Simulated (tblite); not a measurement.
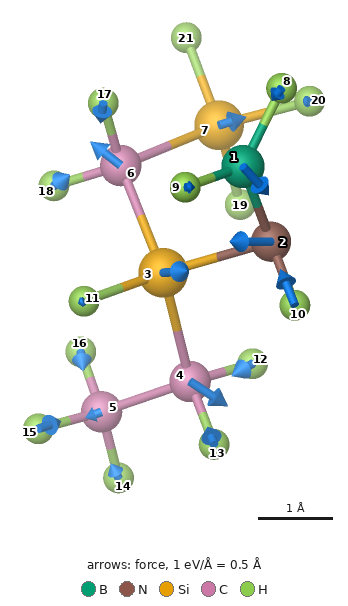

Starting geometry of C3H14BNSi2 with the computed forces as blue arrows. Style: ball-and-stick. Shown from a free direction.

Level of theory: GFN2-xTB geometry optimisation, gas phase (tblite). 

### What follows when this structure is relaxed?

It isn't relaxed: the largest force vector, on N2, is 1.75 eV/Å. The final displacements have little in common with the starting forces (cosine between the two patterns 0.22). The energy falls by 1.210 eV in 117 geometry steps. The largest move after the best rigid fit is that of H9, 1.96 Å. Largest moves by element: H 1.96 Å, N 0.51 Å, Si 0.30 Å, B 0.20 Å, C 0.17 Å. Near-neighbour distances that change, for instance: B1–N2 1.513 → 1.392 Å, N2–Si3 1.794 → 1.750 Å, N2–H10 1.047 → 1.009 Å, Si3–C6 1.862 → 1.899 Å. Bond angles that change, for instance: B1–N2–Si3 108.5° → 129.4°, B1–N2–H10 108.0° → 116.3°, Si3–N2–H10 107.8° → 114.3°. Cost: 1.6 s on 1 thread of Arm Neoverse N1 (shared host).
